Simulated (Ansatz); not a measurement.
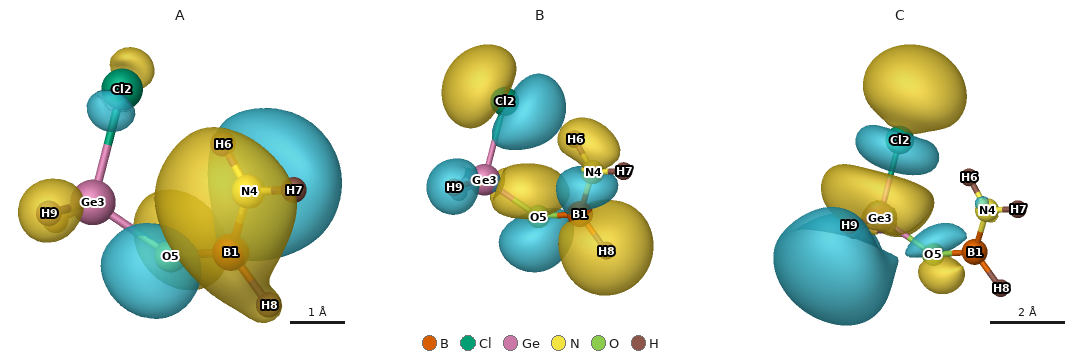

Figure. BClGeH5NO. Three frontier orbitals at ±0.06 Å⁻³ᐟ² (yellow and cyan are the two phases), in no order.

Geometry: r2SCAN-D4/def2-SVP.

Level of theory: Ansatz 0.2.0, isolated molecule in a Gaussian basis; Kohn-Sham density functional theory, functional PBE0.

Input

```
crystal:
  periodic: [false, false, false]
  atoms:
    - symbol: B
      position_ang: [0.408279, -0.187746, -3.210186]
    - symbol: Cl
      position_ang: [-1.353222, 0.933247, -0.072335]
    - symbol: Ge
      position_ang: [-2.148206, 0.141027, -1.941755]
    - symbol: N
      position_ang: [1.136455, -0.474183, -2.046172]
    - symbol: O
      position_ang: [-0.911830, 0.220092, -3.198054]
    - symbol: H
      position_ang: [0.792584, -0.307558, -1.105870]
    - symbol: H
      position_ang: [2.109067, -0.749844, -2.086493]
    - symbol: H
      position_ang: [0.939567, -0.300684, -4.292937]
    - symbol: H
      position_ang: [-2.523297, -1.319034, -1.674258]
    - symbol: H
      position_ang: [-3.282156, 1.059050, -2.386524]
basis:
  gaussian: {orbitals: def2-TZVPD}
hamiltonian: {xc: {name: PBE0}}
output: {forces: true, orbitals: {seedname: orbitals}}
```

Run with:

```sh
ansatz run input.yaml --threads 2 --pin off --max-ram 4350MiB --events-out events.jsonl --progress --plain --runs-dir runs
```

Q: Which picture is the HOMO−1, the HOMO and the LUMO?

A: B is the HOMO−1 (−8.76 eV). It lies mainly on O5 (about 30 %), Cl2 (about 25 %), H8 (about 15 %), B1 (about 15 %) and N4 (about 5 %). A is the HOMO (−8.06 eV). Its weight (Hirshfeld) is mainly on N4 (about 60 %), O5 (about 15 %) and B1 (about 10 %). C is the LUMO (−0.47 eV). Its weight (Hirshfeld) is mainly on Ge3 (about 45 %), Cl2 (about 30 %), H9 (about 10 %) and H10 (about 10 %).

Q: What is the HOMO–LUMO gap?

A: 7.59 eV between the orbital energies.
